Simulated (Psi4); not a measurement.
# Single-point calculation, with input and output: CH3NSn

CH3NSn, computed with wB97X-D/def2-SVP, RKS, core potentials def2 (Psi4 1.11).

The geometry comes from this level: PBE0-D4/def2-TZVP.

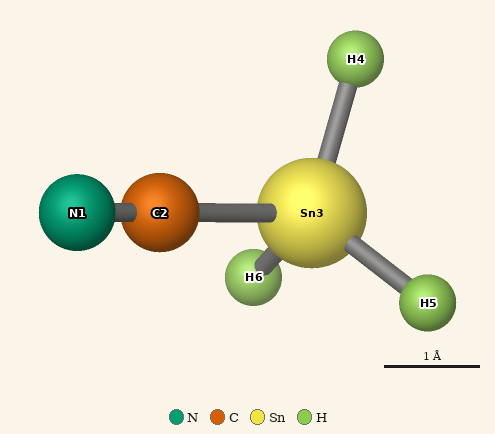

Figure 1. The structure (ball-and-stick view, seen at a tilt; atoms are numbered from 1 in the order of the input). Sticks mark near contacts. Bond lengths as drawn: C–N 1.15 Å, C–Sn 2.11 Å and H–Sn 1.70 Å.

Key numbers

| quantity | value |
| --- | --- |
| outcome | converged |
| total energy | −308.867864 hartree |
| dispersion energy | −0.001395 hartree |
| basis functions | 69 |
| HOMO | −11.34 eV |
| LUMO | 1.64 eV |
| dipole moment | 4.15 D |
| hardware | 1 thread of Intel Xeon (Sapphire Rapids), 64 GiB of memory available, shared host |
| wall time | 8.1 s |
| peak memory | 0.85 GiB |

Input file (input.inp)
```
memory 1.6 GB

molecule geom {
  0 1
  N      3.88716664    -1.74742975     2.47686403
  C      2.17242915    -0.97906711     1.37666548
  Sn    -0.97113026     0.41876331    -0.64779812
  H     -0.27401029     3.45838778    -1.38214569
  H     -1.25421123    -1.44318384    -3.23955750
  H     -3.48068655     0.17139816     1.32847747
  units bohr
  symmetry c1
}

set {
  basis                def2-SVP
  puream               true
  scf_type             pk
  dft_radial_points    99
  dft_spherical_points 590
}

E = energy('wb97x-d')
print_variables()
```

Launched with:
```bash
psi4 -i input.inp -o input.out -n 1
```

What the program printed
```
Psi4 1.11 release

   => Loading Basis Set <=

    Name: DEF2-SVP
    Role: ORBITAL
    Keyword: BASIS

    !!!  WARNING: ECP capability is in beta. Please check occupations closely.  !!!

   => WB97X-D: Empirical Dispersion <=

    Chai and Head-Gordon Dispersion Correction

        s6 =       1.000000

         ---------------------------------------------------------
                                   SCF
                              RKS Reference
                        1 Threads,   1525 MiB Core
         ---------------------------------------------------------

  ==> Geometry <==

    Molecular point group: c1
    Full point group: C1

    Geometry (in Bohr), charge = 0, multiplicity = 1:

       Center              X                  Y                   Z               Mass
    ------------   -----------------  -----------------  -----------------  -----------------
         N            4.162380976063    -1.856180824970     2.676877257130    14.003074004430
         C            2.447643486063    -1.087818184970     1.576678707130    12.000000000000
         SN          -0.695915923937     0.310012235030    -0.447784892870   119.902201630000
         H            0.001204046063     3.349636705030    -1.182132462870     1.007825032230
         H           -0.978996893937    -1.551934914970    -3.039544272870     1.007825032230
         H           -3.205472213937     0.062647085030     1.528490697130     1.007825032230

  Running in c1 symmetry.

  Rotational constants: A =      2.10073  B =      0.09639  C =      0.09639 [cm^-1]
  Rotational constants: A =  62978.25756  B =   2889.62939  C =   2889.61497 [MHz]
  Nuclear repulsion =  104.330604066466833

  Charge       = 0
  Multiplicity = 1
  Electrons    = 38
  Nalpha       = 19
  Nbeta        = 19

  ==> Algorithm <==

  SCF Algorithm Type is PK.
  DIIS enabled.
  MOM disabled.
  Fractional occupation disabled.
  Guess Type is SAD.
  Energy threshold   = 1.00e-06
  Density threshold  = 1.00e-06
  Integral threshold = 1.00e-12

  ==> Primary Basis <==

  Basis Set: DEF2-SVP
    Blend: DEF2-SVP
    Number of shells: 31
    Number of basis functions: 69
    Number of Cartesian functions: 73
    Spherical Harmonics?: true
    Max angular momentum: 2

  Core potential: DEF2-SVP
    Number of shells: 4
    Number of ECP primitives: 18
    Number of ECP core electrons: 28
    Max angular momentum: 3

  ==> DFT Potential <==

   => LibXC <=

    Version 7.1.2

   => Composite Functional: WB97X-D <=

    wB97X-D Hyb-GGA Exchange-Correlation Functional

    Deriv               =              1
    GGA                 =           TRUE
    Meta                =          FALSE

    Exchange Hybrid     =           TRUE
    MP2 Hybrid          =          FALSE

   => Exchange-Correlation Functionals <=

    1.0000   wB97X-D range-separated functional

   => Exact (HF) Exchange <=

    0.7780            HF,LR [omega = 0.2000]
    0.2220               HF

   => LibXC Density Thresholds  <==

    XC_HYB_GGA_XC_WB97X_D:  1.00E-14

   => Molecular Quadrature <=

    Radial Scheme          =       TREUTLER
    Pruning Scheme         =           NONE
    Nuclear Scheme         =       TREUTLER

    Blocking Scheme        =         OCTREE
    BS radius alpha        =              1
    Pruning alpha          =              1
    Radial Points          =             99
    Spherical Points       =            590
    Total Points           =         334208
    Total Blocks           =           2451
    Max Points             =            256
    Max Functions          =             69
    Weights Tolerance      =       1.00E-15

  ==> Integral Setup <==

  Using in-core PK algorithm.
   Calculation information:
      Number of atoms:                   6
      Number of AO shells:              31
      Number of primitives:             62
      Number of atomic orbitals:        73
      Number of basis functions:        69

      Integral cutoff                 1.00e-12
      Number of threads:                 1

  Performing in-core PK
  Using 8751960 doubles for integral storage.
  We computed 116941 shell quartets total.
  Whereas there are 123256 unique shell quartets.

  Computing range-separated integrals for PK
  We computed 116941 wK shell quartets total.
  Whereas there are 123256 wK unique shell quartets.

  ==> DiskJK: Disk-Based J/K Matrices <==

    J tasked:                  Yes
    K tasked:                  Yes
    wK tasked:                 Yes
    Omega:               2.000E-01
    Memory [MiB]:              591
    Schwarz Cutoff:          1E-12

  Cached 100.0% of DFT collocation blocks in 0.540 [GiB].

  Minimum eigenvalue in the overlap matrix is 3.6301975961E-03.
  Reciprocal condition number of the overlap matrix is 8.7992126781E-04.
    Using symmetric orthogonalization.

  ==> Pre-Iterations <==

  SCF Guess: Superposition of Atomic Densities via on-the-fly atomic UHF (no occupation information).

   -------------------------
    Irrep   Nso     Nmo
   -------------------------
     A         69      69
   -------------------------
    Total      69      69
   -------------------------

  ==> Iterations <==

                        Total Energy        Delta E     RMS |[F,P]|

   @RKS iter SAD:  -306.74479312798798   -3.06745e+02   0.00000e+00
   @RKS iter   1:  -308.79711257596074   -2.05232e+00   5.23211e-03 ADIIS/DIIS
   @RKS iter   2:  -308.82054141701462   -2.34288e-02   4.67581e-03 ADIIS/DIIS
   @RKS iter   3:  -308.86177817903899   -4.12368e-02   1.68264e-03 ADIIS/DIIS
   @RKS iter   4:  -308.86774525972868   -5.96708e-03   2.22235e-04 ADIIS/DIIS
   @RKS iter   5:  -308.86785929965419   -1.14040e-04   3.93841e-05 DIIS
   @RKS iter   6:  -308.86786332153520   -4.02188e-06   1.05466e-05 DIIS
   @RKS iter   7:  -308.86786367667059   -3.55135e-07   1.43426e-06 DIIS
   @RKS iter   8:  -308.86786369210733   -1.54367e-08   3.03607e-07 DIIS
  Energy and wave function converged.

  ==> Post-Iterations <==

   Electrons on quadrature grid:
      Ntotal   =   38.0000000891 ; deviation = 8.913e-08

    Orbital Energies [Eh]
    ---------------------

    Doubly Occupied:

       1A    -14.445783     2A    -10.320867     3A     -5.248604
       4A     -3.587487     5A     -3.583691     6A     -3.583690
       7A     -1.159711     8A     -1.155596     9A     -1.155593
      10A     -1.151357    11A     -1.151354    12A     -0.989959
      13A     -0.670842    14A     -0.516736    15A     -0.451574
      16A     -0.451562    17A     -0.434134    18A     -0.416603
      19A     -0.416591

    Virtual:

      20A      0.060085    21A      0.061092    22A      0.061110
      23A      0.081917    24A      0.151384    25A      0.151414
      26A      0.203243    27A      0.266235    28A      0.266241
      29A      0.274343    30A      0.422960    31A      0.422996
      32A      0.492827    33A      0.501053    34A      0.501076
      35A      0.567319    36A      0.662549    37A      0.662575
      38A      0.738970    39A      0.775329    40A      0.807899
      41A      0.807957    42A      0.840833    43A      0.960687
      44A      0.960698    45A      1.066405    46A      1.256081
      47A      1.424908    48A      1.541214    49A      1.541256
      50A      1.596397    51A      1.666875    52A      1.667056
      53A      1.722077    54A      1.722136    55A      1.806022
      56A      1.806064    57A      1.823421    58A      2.002305
      59A      2.002385    60A      2.355939    61A      2.355952
      62A      2.610703    63A      2.954506    64A      2.954515
      65A      3.392061    66A     15.055296    67A     15.055373
      68A     15.803142    69A     52.649422

    Final Occupation by Irrep:
              A
    DOCC [    19 ]
    NA   [    19 ]
    NB   [    19 ]

  @RKS Final Energy:  -308.86786369210733

   => Energetics <=

    Nuclear Repulsion Energy =            104.3306040664668330
    One-Electron Energy =                -710.2141516553751899
    Two-Electron Energy =                 318.6078563624193407
    DFT Exchange-Correlation Energy =     -21.5907774912515116
    Empirical Dispersion Energy =          -0.0013949743667533
    VV10 Nonlocal Energy =                  0.0000000000000000
    Total Energy =                       -308.8678636921073348

Computation Completed

Properties will be evaluated at   0.000000,   0.000000,   0.000000 [a0]

Properties computed using the SCF density matrix

 Multipole Moments:

 ------------------------------------------------------------------------------------
     Multipole            Electronic (a.u.)      Nuclear  (a.u.)        Total (a.u.)
 ------------------------------------------------------------------------------------

 L = 1.  Multiply by 2.5417464519 to convert [e a0] to [Debye]
 Dipole X            :        -25.6155220           24.3291124           -1.2864096
 Dipole Y            :         11.4133114          -10.8395568            0.5737545
 Dipole Z            :        -16.4811747           15.6537594           -0.8274153
 Magnitude           :                                                    1.6336034

 ------------------------------------------------------------------------------------

	total time  =          7 seconds =       0.12 minutes

  Variable Map:
  ----------------------------------------------------------------------------
  "CURRENT ENERGY"                       =>    -308.867863692107
  "CURRENT REFERENCE ENERGY"             =>    -308.867863692107
  "DD SOLVATION ENERGY"                  =>       0.000000000000
  "DFT FUNCTIONAL TOTAL ENERGY"          =>    -308.866468717741
  "DFT TOTAL ENERGY"                     =>    -308.867863692107
  "DFT VV10 ENERGY"                      =>       0.000000000000
  "DFT XC ENERGY"                        =>     -21.590777491252
  "DISPERSION CORRECTION ENERGY"         =>      -0.001394974367
  "GRID ELECTRONS ALPHA"                 =>      19.000000044564
  "GRID ELECTRONS BETA"                  =>      19.000000044564
  "GRID ELECTRONS TOTAL"                 =>      38.000000089128
  "NUCLEAR REPULSION ENERGY"             =>     104.330604066467
  "ONE-ELECTRON ENERGY"                  =>    -710.214151655375
  "PCM POLARIZATION ENERGY"              =>       0.000000000000
  "PE ENERGY"                            =>       0.000000000000
  "SCF ITERATION ENERGY"                 =>    -308.867863692107
  "SCF ITERATIONS"                       =>       8.000000000000
  "SCF TOTAL ENERGY"                     =>    -308.867863692107
  "TWO-ELECTRON ENERGY"                  =>     318.607856362419
  "WB97X-D DISPERSION CORRECTION ENERGY" =>      -0.001394974367
  "XC GRID RADIAL POINTS"                =>      99.000000000000
  "XC GRID SPHERICAL POINTS"             =>     590.000000000000
  "XC GRID TOTAL POINTS"                 =>  334208.000000000000

  Array Variable Map:
  ----------------------------------------------------------------------------
  "CURRENT DIPOLE"                       =>      -1.286409590414 ... -0.827415290886 1 by 3
  "SCF DIPOLE"                           =>      -1.286409590414 ... -0.827415290886 1 by 3
  "SCF TOTAL ENERGIES"                   =>    -306.744793127988 ... -308.867863692107 1 by 9

    Psi4 run time: 0:00:06.88
```

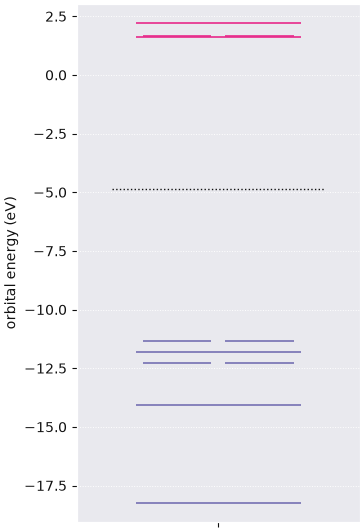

Figure 2. Orbital energies near the frontier; the dotted line parts filled from empty levels, and levels within 0.02 eV of each other stand side by side. Highest filled −11.34 eV, lowest empty 1.64 eV, 12.98 eV apart.
